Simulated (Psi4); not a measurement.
**S2F2 (SMILES FS(F)=S): MP2/cc-pVTZ (density fitting with cc-pvqz-jkfit, density fitting for correlation, sweep point 5)**

Aim: the vertical electron affinity of S2F2 at MP2/cc-pVTZ (density fitting with cc-pvqz-jkfit, density fitting for correlation, sweep point 5), from 2 runs. 

The results are computed with Psi4 1.11.

4 further runs of the same task are left out: 2 that didn't finish, 2 set aside as unsound or not needed.

**1. The structure to begin with**

S2F2 has 4 atoms, charge 0, and is taken as a singlet. SMILES: `FS(F)=S`. The coordinates come from a PBE0-D4/def2-TZVP relaxation.

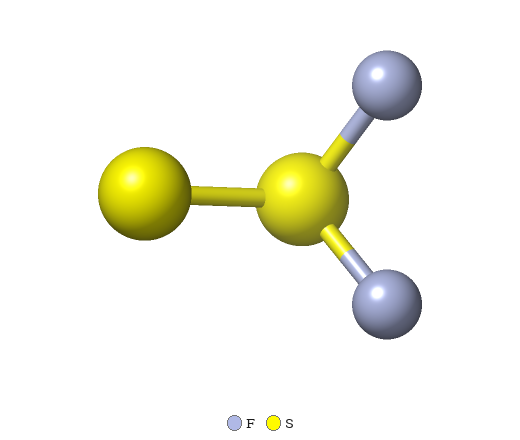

The structure, seen from a chosen angle (fluorine light blue, sulfur yellow).

**2. A single-point energy at MP2/cc-pVTZ (density fitting with cc-pvqz-jkfit, density fitting for correlation, sweep point 5)**

Input file job.in:

```
memory 1600 mb

molecule {
  0 1
  F      1.38881642     0.63644086     2.26587611
  S     -0.90875040    -0.17020763     0.45491377
  F      0.59235355    -2.61243298    -0.54082072
  S     -1.07243847     2.14618086    -2.17996916
  units bohr
  symmetry c1
}

set {
  basis cc-pVTZ
  puream true
  scf_type df
  num_frozen_docc 12
  df_basis_scf cc-pvqz-jkfit
}

result, w = energy("mp2", return_wfn=True)
print_variables()
```

Started as:

```
$ psi4 -i job.in -o job.out -n 1
```

job.out:

```text
[...]
  Running in c1 symmetry.
[...]
  Nuclear repulsion =  240.671041810069113
[...]
  Multiplicity = 1
[...]
  Nalpha       = 25
  Nbeta        = 25
[...]
    Number of basis functions: 128
[...]
   @DF-RHF iter   1:  -993.87710503303583   -9.57016e-02   3.95654e-03 DIIS/ADIIS
[...]
   @DF-RHF iter  13:  -993.98746796877458   -7.50333e-12   3.43368e-09 DIIS
[...]
    Orbital Energies [Eh]
    ---------------------
    Doubly Occupied:
       1A    -92.219932     2A    -91.974090     3A    -26.357664
       4A    -26.357647     5A     -9.195737     6A     -8.978546
       7A     -6.876478     8A     -6.875954     9A     -6.873349
      10A     -6.659672    11A     -6.657231    12A     -6.656761
      13A     -1.692115    14A     -1.640201    15A     -1.136357
      16A     -0.911581    17A     -0.793903    18A     -0.773620
      19A     -0.745926    20A     -0.710545    21A     -0.675212
      22A     -0.648705    23A     -0.517590    24A     -0.420471
      25A     -0.396868
[...]
  @DF-RHF Final Energy:  -993.98746796877458
   => Energetics <=
    Nuclear Repulsion Energy =            240.6710418100691129
    One-Electron Energy =               -1855.8247116545562676
    Two-Electron Energy =                 621.1662018757126589
    Total Energy =                       -993.9874679687745811
[...]
 Multipole Moments:
 ------------------------------------------------------------------------------------
     Multipole            Electronic (a.u.)      Nuclear  (a.u.)        Total (a.u.)
 ------------------------------------------------------------------------------------
 L = 1.  Multiply by 2.5417464519 to convert [e a0] to [Debye]
 Dipole X            :          0.8032175           -1.2613671           -0.4581496
 Dipole Y            :         -1.3634538            1.2580585           -0.1053953
 Dipole Z            :          1.3503605           -1.0982994            0.2520611
 Magnitude           :                                                    0.5334267
[...]
```

Wall time 5.7 s (1 thread of Intel Xeon at 2.70GHz, shared host); peak memory 0.34 GiB.

**3. The doublet anion**

Input file job.in:

```
memory 1600 mb

molecule molecule1 {
  -1 2
  F      1.38881642     0.63644086     2.26587611
  S     -0.90875040    -0.17020763     0.45491377
  F      0.59235355    -2.61243298    -0.54082072
  S     -1.07243847     2.14618086    -2.17996916
  units bohr
  symmetry c1
}

set globals {
  basis           cc-pVTZ
  reference       uhf
  puream          true
  scf_type        df
  num_frozen_docc 12
  df_basis_scf    cc-pvqz-jkfit
  maxiter         100
}

energy("mp2")
```

Started as:

```
$ psi4 job.in job.out -n 1
```

job.out:

```text
[...]
  Running in c1 symmetry.
[...]
  Nuclear repulsion =  240.671041810069113
[...]
  Multiplicity = 2
[...]
  Nalpha       = 26
  Nbeta        = 25
[...]
    Number of basis functions: 128
[...]
   @DF-UHF iter   1:  -993.87360484583121   -9.22014e-02   3.63310e-03 DIIS/ADIIS
[...]
   @DF-UHF iter  16:  -993.96659907295066   -1.36424e-11   9.07986e-09 DIIS
[...]
   @S^2 Observed:                7.701777622E-01
[...]
    Orbital Energies [Eh]
    ---------------------
    Alpha Occupied:
       1A    -91.894287     2A    -91.706697     3A    -26.094033
       4A    -26.094011     5A     -8.878214     6A     -8.713004
       7A     -6.569604     8A     -6.557328     9A     -6.554407
      10A     -6.394240    11A     -6.393982    12A     -6.391938
      13A     -1.447039    14A     -1.398499    15A     -0.883017
      16A     -0.662492    17A     -0.578264    18A     -0.527005
      19A     -0.499532    20A     -0.462656    21A     -0.427320
      22A     -0.424321    23A     -0.259138    24A     -0.214124
      25A     -0.151932    26A     -0.018574
    Alpha Virtual:
[...]
  @DF-UHF Final Energy:  -993.96659907295066
   => Energetics <=
    Nuclear Repulsion Energy =            240.6710418100691129
    One-Electron Energy =               -1869.2903785007592887
    Two-Electron Energy =                 634.6527376177396036
    Total Energy =                       -993.9665990729506575
  UHF NO Occupations:
  HONO-2 :   24  A 1.9973979
  HONO-1 :   25  A 1.9942808
[...]
 Multipole Moments:
 ------------------------------------------------------------------------------------
     Multipole            Electronic (a.u.)      Nuclear  (a.u.)        Total (a.u.)
 ------------------------------------------------------------------------------------
 L = 1.  Multiply by 2.5417464519 to convert [e a0] to [Debye]
 Dipole X            :          1.3670245           -1.2613671            0.1056574
 Dipole Y            :         -1.7744523            1.2580585           -0.5163938
 Dipole Z            :          1.6661253           -1.0982994            0.5678259
 Magnitude           :                                                    0.7747595
[...]
```

It took 6.9 s on 1 thread of Intel Xeon at 2.70GHz, shared host; peak memory 0.34 GiB.

**4. Summary of results**

At MP2/cc-pVTZ (density fitting with cc-pvqz-jkfit, density fitting for correlation, sweep point 5), 12 core orbitals frozen:

```
                                                                 quantity          value
                                               singlet S2F2: total energy  -994.85314 Eh
                        singlet S2F2: HOMO energy (Hartree–Fock orbitals)      -10.80 eV
                        singlet S2F2: LUMO energy (Hartree–Fock orbitals)        1.68 eV
                      singlet S2F2: HOMO–LUMO gap (Hartree–Fock orbitals)       12.48 eV
               singlet S2F2: correlation energy (12 core orbitals frozen)     -865.7 mEh
                                              doublet anion: total energy  -994.83292 Eh
doublet anion: HOMO energy (Hartree–Fock orbitals) (highest over α and β)       -0.51 eV
 doublet anion: LUMO energy (Hartree–Fock orbitals) (lowest over α and β)        9.90 eV
              doublet anion: correlation energy (12 core orbitals frozen)     -866.3 mEh
                         doublet anion: ⟨S²⟩ of the reference determinant          0.770
                        vertical electron affinity (to the doublet anion)      -0.550 eV
```

In words: The anion lies 0.55 eV (12.7 kcal/mol) above the neutral: the electron isn't bound at this level, and such a value depends on the basis. Without diffuse functions anions come out too high.
